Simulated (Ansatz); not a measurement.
# BNH3 (quartet): one geometry, many settings at distance B1–H4 along a hydrogen transfer = 1.461 Å

What do other methods and options give for BNH3 (quartet) at this geometry, and how long do they take?

Computed with Ansatz 0.2.0, Gaussian basis. Level: the settings change from run to run.

16 further runs of the same task are left out: 4 for a known fault of the program, 10 that didn't finish, 2 set aside as unsound or not needed.

### 1 The geometry

The geometry derives from fragments relaxed apart (PBE0/def2-TZVP) and kept rigid, so it is no stationary point. A hydrogen atom is moved between rigid fragments.

5 atoms, charge 0, spin multiplicity 4.

Atoms are counted from 1 here; the program's logs count them from 0.

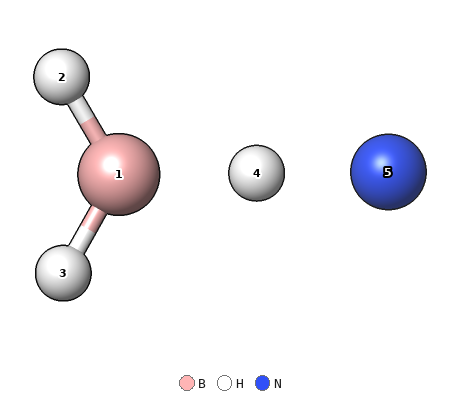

The geometry (boron pink, hydrogen white, nitrogen blue); atoms are numbered from 1 in the order of the file.

Geometry (Å):

```xyz
5
charge 0, multiplicity 4
B    -1.44751    0.00000    0.00000
H    -2.04424    1.03357    0.00000
H    -2.04424   -1.03357    0.00000
H     0.01349    0.00000    0.00000
N     1.41049    0.00000    0.00000
```

### 2 CCSD on UHF/def2-SVP

File in.yaml:

```yaml
crystal:
  periodic: [false, false, false]
  atoms:
    - {symbol: B, position_ang: [-1.447507, 0.000000, 0.000000]}
    - {symbol: H, position_ang: [-2.044241, 1.033571, 0.000000]}
    - {symbol: H, position_ang: [-2.044241, -1.033571, 0.000000]}
    - {symbol: H, position_ang: [0.013493, 0.000000, 0.000000]}
    - {symbol: N, position_ang: [1.410493, 0.000000, 0.000000]}
basis:
  gaussian: {orbitals: def2-SVP}
magnetization: {spin_polarized: true, initial_magnetization: 3}
correlation: {method: ccsd, electrons: outside_noble_gas}
```

The run is started by

```sh
$ ansatz run in.yaml --threads 1 --pin off --events-out ev --progress --plain --max-ram 2393MiB
```

What it wrote:

```text
Functional definition: HF
  name "HF"
  cite "Fock, Z. Phys. 61, 126 (1930) doi:10.1007/BF01340294"
  parent pbe
  exchange = exact_x
  correlation = 0
445 factors; integrals over basis functions are off by at most 1.3e-3 eV
mean field evaluation 1: about -2193.2275 eV, gradient 9.8e0 eV
mean field evaluation 2: about -2193.2282 eV, gradient 9.8e0 eV
mean field evaluation 4: about -2194.4048 eV, gradient 1.3e0 eV
mean field evaluation 8: about -2194.4367 eV, gradient 1.5e-3 eV
mean field evaluation 16: about -2194.4345 eV, gradient 1.4e-1 eV
mean field evaluation 32: about -2191.4790 eV, gradient 3.7e-4 eV
mean field -2194.43672281 eV, -80.6440621206 hartree, gradient 2.1e-6 eV, S^2 3.787969; 1 other end points of the search recorded, 0 dependent functions left out
determinant -2194.43672281 eV, -80.6440621206 hartree, with singles and doubles -2200.27572867 eV, -80.8586416281 hartree
determinant -2191.47901882 eV, -80.5353685038 hartree, with singles and doubles -2197.59706299 eV, -80.7602024800 hartree
2 core orbitals not correlated: weight in the atoms' cores, before any rotation towards them, 1.000 or more for the frozen orbitals, at most 0.000 for the correlated occupied ones
reference -2194.43672281 eV, -80.6440621206 hartree; 7, 4 occupied and 34, 37 virtual orbitals, 445 factors
second order -4.74503594 eV of doubles, -0.00000000 eV of singles
cycle   1  -5.83907922 eV  change   -7.3e-5 eV  update   8.3e-4
cycle   2  -5.83942127 eV  change   -3.4e-4 eV  update   5.8e-4
cycle   3  -5.83957530 eV  change   -1.5e-4 eV  update   2.8e-4
cycle   4  -5.83954139 eV  change    3.4e-5 eV  update   6.9e-5
cycle   5  -5.83959172 eV  change   -5.0e-5 eV  update   2.3e-5
cycle   6  -5.83963903 eV  change   -4.7e-5 eV  update   7.9e-6
cycle   7  -5.83964959 eV  change   -1.1e-5 eV  update   1.9e-6
Total energy: -2200.27637240 eV, -80.8586652849 hartree
```

It took 1 s on 1 thread of Arm Neoverse V2, shared host.

From the report: ⟨S²⟩ of the determinant 3.788 (pure quartet: 3.75); correlation -5.8396 eV; T1 0.014; largest double amplitude 0.06.

### 3 CASSCF(5,8)/STO-3G

Edit in.yaml of step 2 so:

```diff
@@ -9,4 +9,5 @@
 basis:
-  gaussian: {orbitals: def2-SVP}
-magnetization: {spin_polarized: true, initial_magnetization: 3}
-correlation: {method: ccsd, electrons: outside_noble_gas}
+  gaussian: {orbitals: STO-3G}
+magnetization: {spin_polarized: false, initial_magnetization: 3}
+correlation: {active_space: {window: {electrons: 5, orbitals: 8}}}
+accuracy: high
```

The command is unchanged.

What it wrote:

```text
Functional definition: HF
  name "HF"
  cite "Fock, Z. Phys. 61, 126 (1930) doi:10.1007/BF01340294"
  parent pbe
  exchange = exact_x
  correlation = 0
201 factors; integrals over basis functions are off by at most 1.2e-8 eV
mean field evaluation 1: about -2167.0774 eV, gradient 1.2e1 eV
mean field evaluation 2: about -2167.1125 eV, gradient 1.2e1 eV
mean field evaluation 4: about -2168.7343 eV, gradient 2.2e0 eV
mean field evaluation 8: about -2168.8494 eV, gradient 7.3e-4 eV
mean field -2168.84939963 eV, -79.7037453374 hartree, gradient 1.4e-8 eV, S^2 3.750000; 0 other end points of the search recorded, 0 dependent functions left out
reference -2168.84939963 eV, -79.7037453374 hartree; 9, 6 occupied and 4, 7 virtual orbitals, 201 factors
state -2169.64781910 eV, -79.7330867117 hartree
Total energy: -2169.64781910 eV, -79.7330867117 hartree
```

Wall time 0.24 s (1 thread of Arm Neoverse V2, shared host).

From the report: 560 determinants; active occupations 1.96, 1.00, 1.00, 1.00, 0.04, 0.00, 0.00, 0.00.

### 4 CASCI(3,5)/STO-3G

Edit in.yaml of step 3 so:

```diff
@@ -11,3 +11,3 @@
 magnetization: {spin_polarized: false, initial_magnetization: 3}
-correlation: {active_space: {window: {electrons: 5, orbitals: 8}}}
-accuracy: high
+correlation: {active_space: {window: {electrons: 3, orbitals: 5}, fixed_orbitals: true}}
+output: {forces: true}
```

Same command.

What it wrote, cut to the lines that bear on the results:

```text
Functional definition: HF
  name "HF"
  cite "Fock, Z. Phys. 61, 126 (1930) doi:10.1007/BF01340294"
  parent pbe
[...]
163 factors; integrals over basis functions are off by at most 3.3e-5 eV
[...]
mean field -2168.84931182 eV, -79.7037421105 hartree, gradient 2.0e-6 eV, S^2 3.750000; 0 other end points of the search recorded, 0 dependent functions left out
reference -2168.84931182 eV, -79.7037421105 hartree; 9, 6 occupied and 4, 7 virtual orbitals, 163 factors
state -2168.84940235 eV, -79.7037454376 hartree
[...]
Total energy: -2168.84940235 eV, -79.7037454376 hartree
Atom 0 at    -1.447507     0.000000     0.000000 Å, force     3.607150    -0.000000    -0.000000 eV/Å
Atom 1 at    -2.044241     1.033571     0.000000 Å, force     0.533231    -0.910769    -0.000000 eV/Å
Atom 2 at    -2.044241    -1.033571     0.000000 Å, force     0.533231     0.910769     0.000000 eV/Å
Atom 3 at     0.013493     0.000000     0.000000 Å, force    -7.965778    -0.000000    -0.000000 eV/Å
Atom 4 at     1.410493     0.000000     0.000000 Å, force     3.292167     0.000000    -0.000000 eV/Å
Dipole moment:     0.043076    -0.000000     0.000000 e Å
```

Run time: 0.09 s. Hardware: 1 thread of Arm Neoverse V2, shared host.

From the report: 4 determinants; active occupations 1.00, 1.00, 1.00, 0.00, 0.00.

### 5 HF/cc-pVDZ

Edit in.yaml of step 4 so:

```diff
@@ -9,5 +9,5 @@
 basis:
-  gaussian: {orbitals: STO-3G}
-magnetization: {spin_polarized: false, initial_magnetization: 3}
-correlation: {active_space: {window: {electrons: 3, orbitals: 5}, fixed_orbitals: true}}
-output: {forces: true}
+  gaussian: {orbitals: cc-pVDZ}
+magnetization: {spin_polarized: true, initial_magnetization: 3}
+hamiltonian: {xc: hf}
+output: {forces: true, orbitals: {seedname: orbitals}}
```

Launched as before.

What it wrote, cut to the lines that bear on the results:

```text
Functional definition: HF
  name "HF"
  cite "Fock, Z. Phys. 61, 126 (1930) doi:10.1007/BF01340294"
  parent pbe
[...]
397 factors; integrals over basis functions are off by at most 1.3e-3 eV
[...]
mean field -2196.48678758 eV, -80.7194006113 hartree, gradient 1.7e-5 eV, S^2 3.786544; 0 other end points of the search recorded, 0 dependent functions left out
[...]
reference -2196.48678758 eV, -80.7194006113 hartree; 9, 6 occupied and 34, 37 virtual orbitals, 397 factors
Total energy: -2196.48678758 eV, -80.7194006113 hartree
Atom 0 at    -1.447507     0.000000     0.000000 Å, force     1.793747     0.000000    -0.000000 eV/Å
Atom 1 at    -2.044241     1.033571     0.000000 Å, force     0.046817     0.163354     0.000000 eV/Å
Atom 2 at    -2.044241    -1.033571     0.000000 Å, force     0.046817    -0.163354     0.000000 eV/Å
Atom 3 at     0.013493     0.000000     0.000000 Å, force    -3.942058    -0.000000    -0.000000 eV/Å
Atom 4 at     1.410493     0.000000     0.000000 Å, force     2.054678    -0.000000     0.000000 eV/Å
Dipole moment:    -0.122540    -0.000000    -0.000000 e Å
```

It took 0.24 s on 1 thread of Arm Neoverse V2, shared host.

From the report: ⟨S²⟩ of the determinant 3.787 (pure quartet: 3.75).

### 6 BCCD on ROHF/6-31G*

Edit in.yaml of step 5 so:

```diff
@@ -9,5 +9,4 @@
 basis:
-  gaussian: {orbitals: cc-pVDZ}
-magnetization: {spin_polarized: true, initial_magnetization: 3}
-hamiltonian: {xc: hf}
-output: {forces: true, orbitals: {seedname: orbitals}}
+  gaussian: {orbitals: "6-31G*"}
+magnetization: {spin_polarized: false, initial_magnetization: 3}
+correlation: {method: bccd, electrons: outside_noble_gas}
```

Same command.

What it wrote, cut to the lines that bear on the results:

```text
Functional definition: HF
  name "HF"
  cite "Fock, Z. Phys. 61, 126 (1930) doi:10.1007/BF01340294"
  parent pbe
[...]
370 factors; integrals over basis functions are off by at most 1.1e-3 eV
[...]
mean field -2195.96401379 eV, -80.7001890288 hartree, gradient 2.5e-6 eV, S^2 3.750000; 0 other end points of the search recorded, 0 dependent functions left out
[...]
2 core orbitals not correlated: weight in the atoms' cores, before any rotation towards them, 1.000 or more for the frozen orbitals, at most 0.000 for the correlated occupied ones
reference -2195.96401379 eV, -80.7001890288 hartree; 7, 4 occupied and 27, 30 virtual orbitals, 370 factors
second order -4.36619257 eV of doubles, -0.13024078 eV of singles
cycle   1  -5.27583233 eV  change   -7.7e-1 eV  update   6.6e-2
[...]
cycle  10  -5.55097600 eV  change   -9.0e-6 eV  update   1.2e-5
Total energy: -2201.51498979 eV, -80.9041836343 hartree
```

Wall time 0.57 s (1 thread of Arm Neoverse V2, shared host).

From the report: correlation -5.5510 eV; largest double amplitude 0.06.

### 7 BCCD(T) on ROHF/cc-pVDZ

Edit in.yaml of step 6 so:

```diff
@@ -9,4 +9,6 @@
 basis:
-  gaussian: {orbitals: "6-31G*"}
+  gaussian: {orbitals: cc-pVDZ}
 magnetization: {spin_polarized: false, initial_magnetization: 3}
-correlation: {method: bccd, electrons: outside_noble_gas}
+correlation: {method: bccd_t, electrons: outside_noble_gas}
+scf: {lower_state_search: off}
+output: {forces: true}
```

Same command.

What it wrote, cut to the lines that bear on the results:

```text
Functional definition: HF
  name "HF"
  cite "Fock, Z. Phys. 61, 126 (1930) doi:10.1007/BF01340294"
  parent pbe
[...]
397 factors; integrals over basis functions are off by at most 1.3e-3 eV
[...]
mean field -2196.21880346 eV, -80.7095523766 hartree, gradient 1.4e-6 eV, S^2 3.750000; 0 other end points of the search recorded, 0 dependent functions left out
2 core orbitals not correlated: weight in the atoms' cores, before any rotation towards them, 1.000 or more for the frozen orbitals, at most 0.000 for the correlated occupied ones
reference -2196.21880346 eV, -80.7095523766 hartree; 7, 4 occupied and 34, 37 virtual orbitals, 397 factors
second order -4.89410002 eV of doubles, -0.12571294 eV of singles
cycle   1  -5.90432203 eV  change   -8.8e-1 eV  update   6.6e-2
[...]
cycle  12  -6.19014206 eV  change   -1.1e-7 eV  update   1.9e-6
perturbative correction -0.10856891 eV, -0.0039898337 hartree
[...]
Total energy: -2202.51751443 eV, -80.9410257352 hartree
Atom 0 at    -1.447507     0.000000     0.000000 Å, force     1.785481    -0.000000    -0.000000 eV/Å
Atom 1 at    -2.044241     1.033571     0.000000 Å, force    -0.084862     0.407784    -0.000000 eV/Å
Atom 2 at    -2.044241    -1.033571     0.000000 Å, force    -0.084862    -0.407784     0.000000 eV/Å
Atom 3 at     0.013493     0.000000     0.000000 Å, force    -2.903340    -0.000000    -0.000000 eV/Å
Atom 4 at     1.410493     0.000000     0.000000 Å, force     1.287584    -0.000000     0.000000 eV/Å
Dipole moment:    -0.122937     0.000000     0.000000 e Å
Checks for a lower state left out: starts, cluster_reference, orbital_swaps, neighbouring_geometries, increment
```

Run time: 3.1 s. Hardware: 1 thread of Arm Neoverse V2, shared host.

From the report: correlation -6.2987 eV; largest double amplitude 0.06.

### 8 CCSD/cc-pVDZ

Edit in.yaml of step 7 so:

```diff
@@ -10,5 +10,5 @@
   gaussian: {orbitals: cc-pVDZ}
-magnetization: {spin_polarized: false, initial_magnetization: 3}
-correlation: {method: bccd_t, electrons: outside_noble_gas}
-scf: {lower_state_search: off}
-output: {forces: true}
+magnetization: {spin_polarized: true, initial_magnetization: 3}
+hamiltonian: {xc: {name: PBE}}
+correlation: {method: ccsd, electrons: outside_noble_gas, diis_vectors: 4}
+scf: {omitted_lower_state_checks: [cluster_reference]}
```

The command is unchanged.

What it wrote, cut to the lines that bear on the results:

```text
Functional definition: PBE
  name "PBE"
  cite "Perdew, Burke & Ernzerhof, Phys. Rev. Lett. 77, 3865 (1996) doi:10.1103/PhysRevLett.77.3865"
  parent pbe
[...]
397 factors; integrals over basis functions are off by at most 1.3e-3 eV
[...]
mean field -2205.15915319 eV, -81.0381041691 hartree, gradient 7.6e-6 eV, S^2 3.755992; 3 other end points of the search recorded, 0 dependent functions left out
2 core orbitals not correlated: weight in the atoms' cores, before any rotation towards them, 1.000 or more for the frozen orbitals, at most 0.000 for the correlated occupied ones
reference -2195.92701832 eV, -80.6988294705 hartree; 7, 4 occupied and 34, 37 virtual orbitals, 397 factors
second order -5.17129440 eV of doubles, -0.30419946 eV of singles
cycle   1  -6.16264052 eV  change   -6.8e-1 eV  update   5.6e-2
[...]
cycle  11  -6.42946805 eV  change   -2.7e-6 eV  update   8.8e-6
Total energy: -2202.35648637 eV, -80.9351080634 hartree
Checks for a lower state left out: cluster_reference
```

Run time: 1.8 s. Hardware: 1 thread of Arm Neoverse V2, shared host.

From the report: ⟨S²⟩ of the determinant 3.756 (pure quartet: 3.75); correlation -6.4295 eV; T1 0.026; largest double amplitude 0.06. The orbitals are Kohn-Sham ones, so correlation energy and T1 don't compare with those on Hartree-Fock orbitals.

### 9 BCCD(T) on ROHF/def2-mTZVP

File in.yaml:

```yaml
crystal:
  periodic: [false, false, false]
  atoms:
    - {symbol: B, position_ang: [-1.447507, 0.000000, 0.000000]}
    - {symbol: H, position_ang: [-2.044241, 1.033571, 0.000000]}
    - {symbol: H, position_ang: [-2.044241, -1.033571, 0.000000]}
    - {symbol: H, position_ang: [0.013493, 0.000000, 0.000000]}
    - {symbol: N, position_ang: [1.410493, 0.000000, 0.000000]}
basis:
  gaussian: {orbitals: def2-mTZVP}
magnetization: {spin_polarized: false, initial_magnetization: 3}
hamiltonian: {pseudopotentials: {relativity: none}}
correlation: {method: bccd_t, electrons: valence}
accuracy: high
output: {forces: true}
```

The command is unchanged.

What it wrote, cut to the lines that bear on the results:

```text
Functional definition: HF
  name "HF"
  cite "Fock, Z. Phys. 61, 126 (1930) doi:10.1007/BF01340294"
  parent pbe
[...]
873 factors; integrals over basis functions are off by at most 5.5e-9 eV
[...]
mean field -2196.58151474 eV, -80.7228817704 hartree, gradient 2.3e-8 eV, S^2 3.750000; 1 other end points of the search recorded, 0 dependent functions left out
determinant -2196.58151474 eV, -80.7228817704 hartree, with singles and doubles -2202.34907134 eV, -80.9348355658 hartree
determinant -2193.14959482 eV, -80.5967610395 hartree, with singles and doubles -2199.75152818 eV, -80.8393776155 hartree
2 core orbitals not correlated: weight in the atoms' cores, before any rotation towards them, 1.000 or more for the frozen orbitals, at most 0.000 for the correlated occupied ones
reference -2196.58151474 eV, -80.7228817704 hartree; 7, 4 occupied and 38, 41 virtual orbitals, 873 factors
second order -4.56976284 eV of doubles, -0.13529636 eV of singles
cycle   1  -5.77038228 eV  change   -2.8e-3 eV  update   9.0e-3
[...]
cycle  20  -5.76300051 eV  change  -1.7e-10 eV  update   1.1e-9
perturbative correction -0.12376252 eV, -0.0045481889 hartree
[...]
Total energy: -2202.46827778 eV, -80.9392163216 hartree
Atom 0 at    -1.447507     0.000000     0.000000 Å, force     1.236741     0.000000     0.000000 eV/Å
Atom 1 at    -2.044241     1.033571     0.000000 Å, force     0.177481    -0.025500    -0.000000 eV/Å
Atom 2 at    -2.044241    -1.033571     0.000000 Å, force     0.177481     0.025500    -0.000000 eV/Å
Atom 3 at     0.013493     0.000000     0.000000 Å, force    -2.843440     0.000000    -0.000000 eV/Å
Atom 4 at     1.410493     0.000000     0.000000 Å, force     1.251737     0.000000     0.000000 eV/Å
Dipole moment:    -0.190640     0.000000    -0.000000 e Å
```

Wall time 12 s (1 thread of Arm Neoverse V2, shared host); peak memory 0.37 GiB.

From the report: correlation -5.8868 eV; largest double amplitude 0.05.

### 10 The runs in one table

Where basis and cores are those of an earlier UCCSDT(Q)/cc-pVDZ run (-2202.5473 eV), and the state is the same kind, the miss against it is given.

```csv
level,correlated,functions,energy (eV),from UCCSDT(Q) (meV),time
CCSD on UHF/def2-SVP,outside noble gas,43,-2200.2764,,1 s
"CASSCF(5,8)/STO-3G",,13,-2169.6478,,0.24 s
"CASCI(3,5)/STO-3G",,13,-2168.8494,,0.09 s
HF/cc-pVDZ,,43,-2196.4868,6060.5,0.24 s
BCCD on ROHF/6-31G*,outside noble gas,36,-2201.5150,,0.57 s
BCCD(T) on ROHF/cc-pVDZ,outside noble gas,43,-2202.5175,29.8,3.1 s
CCSD/cc-pVDZ (on PBE orbitals),outside noble gas,43,-2202.3565,190.8,1.8 s
BCCD(T) on ROHF/def2-mTZVP,valence,47,-2202.4683,,12 s
```

### 11 What came out

```
quantity                             value
    runs                                 8
quickest         CASCI(3,5)/STO-3G, 0.09 s
 slowest  BCCD(T) on ROHF/def2-mTZVP, 12 s
```

Total energies in different bases, with other cores or another treatment of relativity can't be set against each other. BCCD(T) on ROHF/def2-mTZVP took 134 times as long as CASCI(3,5)/STO-3G; the jobs differ in more than the method. Among the correlated runs with a miss given, it spans +30 to +191 meV. Hartree-Fock, CASSCF and CASCI lack dynamic correlation by design. Cores frozen from Kohn-Sham orbitals shift the total energy.
